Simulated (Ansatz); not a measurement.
## Selenium (P3_121, 3 atoms a cell): G0W0 under other settings

A base run on Selenium (P3_121, 3 atoms a cell), then changed inputs.

Method: G0W0 on PBE, plane waves, PAW; PAW set soft_1, in Ansatz 0.2.0.

### 1. Set-up

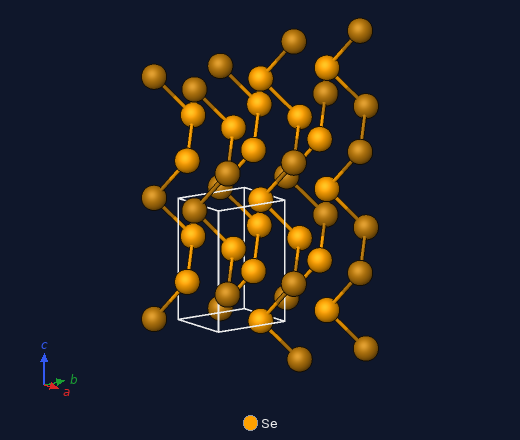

The cell as given, slightly off an axis (selenium orange). 1×2×2 cells are drawn. Some periodic images of atoms are drawn too.

The cell and positions come from the Crystallography Open Database and are kept as given unless a step says otherwise.

### 2. The base run: 6×6×4 mesh, 185 empty bands, screening to 100 eV, PAW set soft_1 files

G0W0 replaces the xc potential by the self-energy, built once from these orbitals. Only a window of levels is corrected, while the sums run over the empty bands that the input names. This step takes PAW set soft_1 files.

Input file input.yaml:

```yaml
crystal:
  lattice:
    - [4.3662, 0.0, 0.0]
    - [-2.1831, 3.781240118, 0.0]
    - [0.0, 0.0, 4.9536]
  atoms:
    - { symbol: Se, position: [0.2254, 0.0, 0.3333333333] }
    - { symbol: Se, position: [0.0, 0.2254, 0.6666666667] }
    - { symbol: Se, position: [0.7746, 0.7746, 0.0] }
kpoints:
  mp_grid: { grid: [6, 6, 4] }
hamiltonian:
  xc: pbe
  pseudopotentials: { kind: paw, azcp: { folder: soft_1 } }
scf:
  occupations: { method: fixed }
gw:
  n_empty_bands: 185
  ecut_chi: 100
  qp_bands: [v2, c2]
  qp_kpoints: band_edges
  screening: { model: contour_deformation }
```

Run with:

```sh
ansatz run input.yaml --threads 2 --pin off --max-ram 92160MiB --backend cuda --events-out ev --progress --plain --runs-dir out --devices 1 --max-vram 13GiB
```

Numbers of over 12 decimals in the logs are rounded to 6 here.

The program printed:

```text
GPUs: using 1 of 1 available (devices: 1).
Engine: ansatz 0.2.0, x86_64-unknown-linux-gnu
Pseudopotentials: kind: paw
Pseudopotential: Se, paw, valence charge 16, recommended cutoff 420 eV (normal), soft_1/Se.paw.azcp
Functional definition: PBE
  parameter kappa = 0.804
  parameter beta = 0.066725
  exchange = pbe_x(kappa = kappa, mu = beta*pi^2/3)
  correlation = pbe_c(beta = beta)
device memory: the entry about to start is reckoned to put 0.9 GiB on a device that reports 68.5 GiB free (of which the cap on the GPU budget leaves the run 13.0 GiB)
GPU FFT provider: cuFFT
GPU libraries: cuBLAS 13.8.2, cuFFT 12.4.0, cuSOLVER 12.3.4
Crystal: 3 atoms, lattice volume = 81.782 Å³
Basis set: ecut = 420 eV, 1583 PW (Γ)
Bands: 29, of which v1, the nominal top of the filled ones, is band 24 counted from 1 (23 counted from 0)
Symmetry: 6 space group operations
Space group: P3121 (ITA 152), of the structure as read, at distance tolerance 4.3e-5 Å
k-points: 24 of 144 (time reversal used)
Non-local potential: Se, projectors of the file, l = 0: 2, l = 1: 2, l = 2: 3, l = 3: 1
PAW form: soft (Blöchl's): semilocal exchange-correlation on the pseudo side does not see the compensation charge
PAW one-centre angular grid: Se, 590 points (default); XC on 64 Gauss nodes
Initial density: superposition of atomic densities (chi_scale 0.1, normalization cell)
Initial wavefunctions: pseudopotential atomic-orbital guess
GPU buffer pool allocated for 32400 grid points (all kernels)
GPU transforms: local potential and band sums: pruned to the plane-wave sphere, on 30×30×36
Functional: x = pbe(κ = 0.804, μ = 0.219515), c = pbe(β = 0.066725)
SCF iter   1: F=—  HF=-16407.299670 eV  |F-HF|=—  |Δ(HF+E_count)|=         —  Δρ=2.78e-2  dr2=3.89e-1  ethr=3.10e-3  ⟨swp⟩=4.7  Hψ=2552  notcnv=0  defer=56
preconditioner: auto → Resta (q_TF=auto, 2.496 Å⁻¹)  ε∞=3.8  [insulator: Δε(μ)=1.127 eV  Ē_g=10.457 eV  n_scr=20 (ndim 8)  ℏωp=17.4 eV  f_vac=0.063  ε∞_Penn≈3.8]
SCF iter   2: F=—  HF=-16407.242376 eV  |F-HF|=—  |Δ(HF+E_count)|=   5.73e-2  Δρ=1.54e-2  dr2=1.23e-1  ethr=8.11e-4  ⟨swp⟩=2.0  Hψ=939  notcnv=0  defer=67
SCF iter   3: F=—  HF=-16407.226581 eV  |F-HF|=—  |Δ(HF+E_count)|=   1.58e-2  Δρ=1.57e-3  dr2=1.72e-3  ethr=2.56e-4  ⟨swp⟩=2.4  Hψ=878  notcnv=0  defer=69
SCF iter   4: F=—  HF=-16407.227419 eV  |F-HF|=—  |Δ(HF+E_count)|=   8.38e-4  Δρ=6.17e-4  dr2=2.29e-4  ethr=3.58e-6  ⟨swp⟩=2.0  Hψ=1297  notcnv=0  defer=71
SCF iter   5: F=—  HF=-16407.227546 eV  |F-HF|=—  |Δ(HF+E_count)|=   1.27e-4  Δρ=2.01e-4  dr2=3.77e-5  ethr=4.77e-7  ⟨swp⟩=2.0  Hψ=1297  notcnv=0  defer=71
SCF iter   6: F=—  HF=-16407.227618 eV  |F-HF|=—  |Δ(HF+E_count)|=   7.28e-5  Δρ=5.28e-5  dr2=2.41e-6  ethr=7.86e-8  ⟨swp⟩=2.0  Hψ=888  notcnv=0  defer=46
[...]
E_xc         = -253.943232
  E_vxc        = -269.212467  (∫ρ·V_xc dr)
  E_paw        = -6390.993711  (= ΣΔE_a)
  E_vpaw       = -566.212201  (= ΣTr[D̂ρ^β])
  E_aug_tail   = -0.001113  (compensation charges beyond the density's cutoff)
  E_ewald      = -4981.574654
  E_smearing   = -0.000000  (= −TS)
  E_closure    = 0.000000  (closes the sum)
  Σ components = -16407.227624   (vs F -16407.227624, Δ=0.00e0)
--- Band table (eV; the first three rows and the last of 24) ---
  k-point 0: bands = [... 20 lower, 2.7575, 4.4707, 4.4707, 6.1043, 8.4024, 8.4024, 8.6787, 12.6864, ... 1 higher]
  k-point 1: bands = [... 20 lower, 3.0174, 4.5681, 4.9450, 5.6795, 7.9720, 8.0427, 8.2135, 13.2633, ... 1 higher]
  k-point 2: bands = [... 20 lower, 3.1291, 4.9683, 4.9683, 5.3905, 7.7285, 7.7285, 7.7960, 12.7991, ... 1 higher]
  k-point 23: bands = [... 20 lower, 1.5638, 5.5293, 6.2984, 6.2984, 7.5497, 9.2295, 9.2295, 13.1808, ... 1 higher]
--- G₀W₀: contour deformation, 7 samples at zero and on the imaginary axis and 1 off it, 144 q-points, 185 empty bands' worth ---
  eigenvalues of the whole cell's RPA ε∞ on this k-mesh (on a slab, of 1 + 4πα/V) = 9.1411, 9.1411, 13.7136; static W/v taken at q = 0 is 0.091433
  bands read: the sum over 209 bands ends inside a degenerate multiplet in 2 slots, whose members it reads at an even weight; the widest, k=2: bands 209 to 210 (counted from 1) at 1/2 each
  gw.qp_kpoints: band_edges: 12 of 24 stored k-points solved, in 1 pass; an edge of the gap read off the rows below is read off those points alone
    valence top: of the k-points left out ik 18 came nearest to being solved in a further pass, in band 24 (counted from 1, as in the quasiparticle table): it holds the edge there only if its correction is more favourable than any solved in that band by at least 0.525 eV; those differ by 0.107 eV
    conduction bottom: of the k-points left out ik 4 came nearest to being solved in a further pass, in band 25 (counted from 1, as in the quasiparticle table): it holds the edge there only if its correction is more favourable than any solved in that band by at least 0.435 eV; those differ by 0.131 eV
    ik  band        ε_KS         Σx   Σc(E_QP)       V_xc       Z   E_QP_lin       E_QP  E_QP is
     0    23      4.4707   -17.1437     2.7549   -13.9114  0.6816     3.9796     3.9933  root
     0    24      6.1043   -17.6169     2.1321   -15.0073  0.7221     5.6203     5.6269  root
     0    25      8.4024   -10.7755    -3.9501   -15.0568  0.7267     8.7369     8.7336  root
     0    26      8.4024   -10.7755    -3.9501   -15.0568  0.7267     8.7369     8.7336  root
     1    23      4.9450   -17.3243     2.5396   -14.2959  0.7011     4.4459     4.4561  root
     1    24      5.6795   -17.3244     2.2206   -14.6267  0.7153     5.1947     5.2025  root
     1    25      7.9720    -9.9361    -3.6808   -13.8659  0.7455     8.2223     8.2210  root
     1    26      8.0427   -10.6982    -3.7108   -14.6945  0.7323     8.3303     8.3282  root
[...]
23    23      6.2984   -17.4559     1.4832   -15.5637  0.7336     5.8856     5.8895  root
    23    24      6.2984   -17.4559     1.4832   -15.5637  0.7336     5.8856     5.8895  root
    23    25      7.5497   -11.3279    -3.4304   -15.0623  0.7435     7.8556     7.8537  root
    23    26      9.2295   -10.7515    -4.0778   -15.1531  0.7119     9.5576     9.5532  root
[key lines of the parts left out:]
SCF converged after 7 iterations
Free energy (F): -16407.227624 eV
Fermi energy:    6.527454 eV
```

Run time: 33 s. Hardware: 1 × NVIDIA H100 80GB HBM3 (shared by 6 runs) with 2 threads of AMD EPYC 7R13 (Zen 3), shared host; peak memory 1.3 GiB; 35 s of CPU time.

The column dr2 measures how far the density is from self-consistency, as an energy; F and HF (Harris–Foulkes) agree once it is small.

Numbers from this step:

- bands summed: 209
- RPA ε∞ on this mesh (eigenvalues): 9.141, 9.141, 13.71
- plane waves in the screening matrix: 201
- q-points in the mesh: 144
- G0W0 gap on the mesh: 1.703 eV
- k of the valence top: 0, -0.5, -0.5
- k of the conduction bottom: 0.3333, 0.3333, -0.5
- starting gap on the mesh: 1.022 eV
- Z at the valence top: 0.7387
- Z at the conduction bottom: 0.7435
- least direct G0W0 gap on the computed points: 1.964 eV

The gap on the mesh goes from 1.02 eV to 1.70 eV, a correction of +0.68 eV. Between the two edge states, bare exchange in place of the xc potential would open the gap by 5.37 eV, and correlation takes back 4.69 eV.

### 3. Variant: all filled levels at the zone centre

Edit input.yaml of step 2 so:

```diff
@@ -19,4 +19,4 @@
   ecut_chi: 100
-  qp_bands: [v2, c2]
-  qp_kpoints: band_edges
+  qp_bands: [lowest, c2]
+  qp_kpoints: [[0, 0, 0]]
   screening: { model: contour_deformation }
```

The program printed:

```text
GPUs: using 1 of 1 available (devices: 1).
[...]
GPU FFT provider: cuFFT
GPU libraries: cuBLAS 13.8.2, cuFFT 12.4.0, cuSOLVER 12.3.4
Crystal: 3 atoms, lattice volume = 81.782 Å³
Basis set: ecut = 420 eV, 1583 PW (Γ)
Bands: 29, of which v1, the nominal top of the filled ones, is band 24 counted from 1 (23 counted from 0)
[... 1 set-up line as in the run before ...]
[...]
k-points: 24 of 144 (time reversal used)
[...]
GPU buffer pool allocated for 32400 grid points (all kernels)
[...]
SCF iter   1: F=—  HF=-16407.299670 eV  |F-HF|=—  |Δ(HF+E_count)|=         —  Δρ=2.78e-2  dr2=3.89e-1  ethr=3.10e-3  ⟨swp⟩=4.7  Hψ=2552  notcnv=0  defer=56
[...]
SCF iter   7: F=-16407.227624 eV  HF=-16407.227624 eV  |F-HF|=1.06e-7  |Δ(HF+E_count)|=   5.52e-6  Δρ=1.06e-5  dr2=6.76e-8  ethr=2.08e-10  ⟨swp⟩=7.1  Hψ=3165  notcnv=0
SCF 1 converged in 7 iterations: F = -16407.227624 eV  dr2 = 6.76e-8
[...]
NSCF: frozen V_eff on 24 k-points, pencils in batches of 32, up to order 116
[...]
NSCF: frozen V_eff on 24 k-points
G₀W₀ screening: q 1/24
[... further progress lines ...]
SCF converged after 7 iterations
Free energy (F): -16407.227624 eV
[...]
Internal energy: -16407.227624 eV  (E = F + TS)
E sigma→0 (E₀):  -16407.227624 eV
Fermi energy:    6.527454 eV
[...]
--- Band table (eV; the first three rows and the last of 24) ---
  k-point 0: bands = [... 20 lower, 2.7575, 4.4707, 4.4707, 6.1043, 8.4024, 8.4024, 8.6787, 12.6864, ... 1 higher]
[...]
0     2    -41.7515   -72.6258    14.0986   -54.6111  0.6085   -46.3905   -45.6677  root ?
     0     3    -41.7143   -72.6926    14.0984   -54.6908  0.6096   -46.3586   -45.6177  root ?
     0     4    -41.7082   -72.7057    14.0940   -54.7019  0.6098   -46.3560   -45.6181  root ?
     0     5    -41.7082   -72.7057    14.0940   -54.7019  0.6098   -46.3560   -45.6181  root ?
     0     6    -41.6603   -72.8180    14.0802   -54.8070  0.6119   -46.3392   -45.5911  root ?
     0     7    -41.5324   -72.7748    14.1354   -54.7489  0.6083   -46.1792   -45.4230  root ?
     0     8    -41.5274   -72.7852    14.1335   -54.7590  0.6084   -46.1749   -45.4200  root ?
[...]
0    13    -41.4518   -72.7964    14.1543   -54.7476  0.6070   -46.0937   -45.3463  root ?
     0    14    -41.4257   -72.8542    14.1476   -54.8035  0.6079   -46.0811   -45.3287  root ?
     0    15    -41.4257   -72.8542    14.1476   -54.8035  0.6079   -46.0811   -45.3287  root ?
     0    16     -9.3288   -24.2028     8.0605   -16.1510  0.5833    -9.3201    -9.3200  root ?
     0    17     -5.2127   -23.8038     6.1060   -17.5512  0.6176    -5.3608    -5.3594  root
     0    18     -5.2127   -23.8038     6.1060   -17.5512  0.6176    -5.3608    -5.3594  root
     0    19      2.6782   -18.2641     2.4385   -15.4537  0.6980     2.3056     2.3062  root
     0    20      2.6782   -18.2641     2.4385   -15.4537  0.6980     2.3056     2.3062  root
     0    21      2.7575   -17.0967     2.7676   -13.8967  0.6865     2.3196     2.3251  root
     0    22      4.4707   -17.1437     2.7549   -13.9114  0.6816     3.9796     3.9933  root
     0    23      4.4707   -17.1437     2.7549   -13.9114  0.6816     3.9796     3.9933  root
     0    24      6.1043   -17.6169     2.1321   -15.0073  0.7221     5.6203     5.6269  root
     0    25      8.4024   -10.7755    -3.9501   -15.0568  0.7267     8.7369     8.7336  root
     0    26      8.4024   -10.7755    -3.9501   -15.0568  0.7267     8.7369     8.7336  root
```

The job ended after 21 s (1 × NVIDIA H100 80GB HBM3 (shared by 6 runs) with 2 threads; peak memory 1.3 GiB).

Absolute levels on the run's own zero. QP, by row:

| k index | band | KS (eV) | Sigma_x (eV) | Sigma_c (eV) | Vxc (eV) | Z | QP linearised (eV) | QP (eV) | source | doubts |
| --- | --- | --- | --- | --- | --- | --- | --- | --- | --- | --- |
| 0 | 1 | -41.75 | -72.63 | 14.1 | -54.61 | 0.6085 | -46.39 | -45.67 | root | energies_apart |
| 0 | 2 | -41.75 | -72.63 | 14.1 | -54.61 | 0.6085 | -46.39 | -45.67 | root | energies_apart |
| 0 | 3 | -41.71 | -72.69 | 14.1 | -54.69 | 0.6096 | -46.36 | -45.62 | root | energies_apart |
| 0 | 4 | -41.71 | -72.71 | 14.09 | -54.7 | 0.6098 | -46.36 | -45.62 | root | energies_apart |
| 0 | 5 | -41.71 | -72.71 | 14.09 | -54.7 | 0.6098 | -46.36 | -45.62 | root | energies_apart |
| 0 | 6 | -41.66 | -72.82 | 14.08 | -54.81 | 0.6119 | -46.34 | -45.59 | root | energies_apart |
| 0 | 7 | -41.53 | -72.77 | 14.14 | -54.75 | 0.6083 | -46.18 | -45.42 | root | energies_apart |
| 0 | 8 | -41.53 | -72.79 | 14.13 | -54.76 | 0.6084 | -46.17 | -45.42 | root | energies_apart |
| 0 | 9 | -41.53 | -72.79 | 14.13 | -54.76 | 0.6084 | -46.17 | -45.42 | root | energies_apart |
| 0 | 10 | -41.48 | -72.8 | 14.14 | -54.77 | 0.607 | -46.12 | -45.37 | root | energies_apart |
| 0 | 11 | -41.48 | -72.8 | 14.14 | -54.77 | 0.607 | -46.12 | -45.37 | root | energies_apart |
| 0 | 12 | -41.48 | -72.81 | 14.14 | -54.77 | 0.6072 | -46.12 | -45.37 | root | energies_apart |
| 0 | 13 | -41.45 | -72.8 | 14.15 | -54.75 | 0.607 | -46.09 | -45.35 | root | energies_apart |
| 0 | 14 | -41.43 | -72.85 | 14.15 | -54.8 | 0.6079 | -46.08 | -45.33 | root | energies_apart |
| 0 | 15 | -41.43 | -72.85 | 14.15 | -54.8 | 0.6079 | -46.08 | -45.33 | root | energies_apart |
| 0 | 16 | -9.329 | -24.2 | 8.06 | -16.15 | 0.5833 | -9.32 | -9.32 | root | z_under_floor |
| 0 | 17 | -5.213 | -23.8 | 6.106 | -17.55 | 0.6176 | -5.361 | -5.359 | root |  |
| 0 | 18 | -5.213 | -23.8 | 6.106 | -17.55 | 0.6176 | -5.361 | -5.359 | root |  |
| 0 | 19 | 2.678 | -18.26 | 2.438 | -15.45 | 0.698 | 2.306 | 2.306 | root |  |
| 0 | 20 | 2.678 | -18.26 | 2.438 | -15.45 | 0.698 | 2.306 | 2.306 | root |  |
| 0 | 21 | 2.757 | -17.1 | 2.768 | -13.9 | 0.6865 | 2.32 | 2.325 | root |  |
| 0 | 22 | 4.471 | -17.14 | 2.755 | -13.91 | 0.6816 | 3.98 | 3.993 | root |  |
| 0 | 23 | 4.471 | -17.14 | 2.755 | -13.91 | 0.6816 | 3.98 | 3.993 | root |  |
| 0 | 24 | 6.104 | -17.62 | 2.132 | -15.01 | 0.7221 | 5.62 | 5.627 | root |  |
| 0 | 25 | 8.402 | -10.78 | -3.95 | -15.06 | 0.7267 | 8.737 | 8.734 | root |  |
| 0 | 26 | 8.402 | -10.78 | -3.95 | -15.06 | 0.7267 | 8.737 | 8.734 | root |  |

Against the base:

```csv
setting,base,variant
levels asked,v2 to c2,lowest to c2
points asked,band edges,"[[0, 0, 0]]"
```

### 4. Outcome

```
base                                 : 1.70 eV, 33 s
all filled levels at the zone centre : direct gap at the listed points 3.11 eV, 21 s
```

What this shows: All filled levels at the zone centre: only the listed points were computed; the least direct gap there is 3.11 eV, with levels asked and points asked changed against the base. All runs here use a coarse mesh and modest cutoffs; they test settings and are not final values. The many-body steps are scalar-relativistic: spin-orbit coupling is not in them.

[Paths, hosts, dates, memory and timing lines, banners, echoed tables and standing remarks are left out of the program output.]

[Logs are printed without paths, hosts, clocks, repeated set-up lines and the standing remarks that a program may print on its own settings, such as how far it seeks lower states.]

[Runs of the session that timed out or met a known fault of the program may be left out.]

[Cells called generated may have been cut or substituted from an entry of the Crystallography Open Database or the Materials Project.]

[Hosts, paths, dates, database ids (printed as entryN), source tags and the programs' standing remarks are cut or masked in the printed files.]
